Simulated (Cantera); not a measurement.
Input: 1 mol S, 0.44 mol H2O, 8 mol N2, at 0.140 bar.

Cantera equilibrium calculation (NASA polynomials, part measured and part estimated; ideal gas, pure solids and liquids). Candidate condensed phases: H2O, H2SO4, S; 35 gas species. The numbers say what is thermodynamically allowed, not how fast it happens.

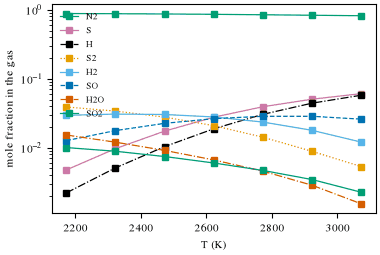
Fig. 1. Equilibrium gas composition (values under 1e-9 drawn at 1e-9)

From 2173 K to 3073 K nothing is condensed.
